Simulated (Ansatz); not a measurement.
```yaml
atoms:
  - { symbol: C, position_ang: [-1.4396, -0.9736, 3.0559] }
  - { symbol: O, position_ang: [-1.3033, -0.5322, 1.7479] }
  - { symbol: Zr, position_ang: [-0.5889, -0.3944, -0.0305] }
  - { symbol: C, position_ang: [-2.2188, -1.1655, -1.3874] }
  - { symbol: N, position_ang: [-0.5655, 1.6050, -0.4567] }
  - { symbol: C, position_ang: [-0.7051, 2.6826, 0.4898] }
  - { symbol: C, position_ang: [-0.3333, 2.0844, -1.7958] }
  - { symbol: C, position_ang: [0.7451, -2.6220, 0.0805] }
  - { symbol: C, position_ang: [0.7036, -2.2494, -1.2796] }
  - { symbol: C, position_ang: [1.4222, -1.0473, -1.4194] }
  - { symbol: C, position_ang: [1.8994, -0.6435, -0.1433] }
  - { symbol: Si, position_ang: [2.8678, 0.8902, 0.2391] }
  - { symbol: C, position_ang: [1.4702, -1.6410, 0.7767] }
  - { symbol: H, position_ang: [-2.4221, -1.4346, 3.2046] }
  - { symbol: H, position_ang: [-1.3462, -0.1360, 3.7564] }
  - { symbol: H, position_ang: [-0.6721, -1.7162, 3.3073] }
  - { symbol: H, position_ang: [-2.4459, -2.2286, -1.2553] }
  - { symbol: H, position_ang: [-3.1301, -0.5997, -1.1551] }
  - { symbol: H, position_ang: [-2.0007, -1.0086, -2.4504] }
  - { symbol: H, position_ang: [-1.5438, 3.3425, 0.2235] }
  - { symbol: H, position_ang: [0.1998, 3.3079, 0.5343] }
  - { symbol: H, position_ang: [-0.8933, 2.2936, 1.4930] }
  - { symbol: H, position_ang: [-0.2348, 1.2532, -2.5014] }
  - { symbol: H, position_ang: [0.5807, 2.6932, -1.8667] }
  - { symbol: H, position_ang: [-1.1714, 2.7030, -2.1485] }
  - { symbol: H, position_ang: [0.2687, -3.4895, 0.5154] }
  - { symbol: H, position_ang: [0.2087, -2.7906, -2.0717] }
  - { symbol: H, position_ang: [1.5704, -0.5038, -2.3427] }
  - { symbol: H, position_ang: [4.3095, 0.5791, 0.4419] }
  - { symbol: H, position_ang: [2.3637, 1.5258, 1.4862] }
  - { symbol: H, position_ang: [2.7501, 1.8473, -0.8904] }
  - { symbol: H, position_ang: [1.6551, -1.6312, 1.8423] }
```

Geometry: PBE0-D4/def2-TZVP; core potentials replace the inner electrons of Zr.

These are results of RKS PBE0-D4/def2-TZVPP (Ansatz 0.2.0), not measurements.

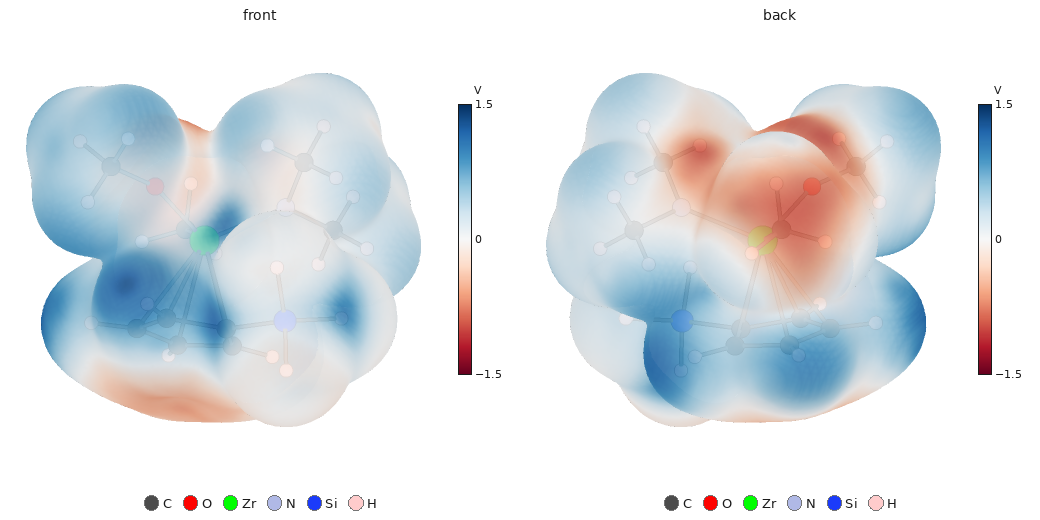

C$_{9}$H$_{19}$NOSiZr. The molecular electrostatic potential painted on the density surface at 0.002 e/bohr³, seen from the front and from behind; red is negative and blue positive.

Where is the surface potential most negative and most positive?

Answer. The most negative region (about −0.9 V) lies over O2, C4 and N5, the most positive (about +1.1 V) over Si12, H26, H28 and H32.
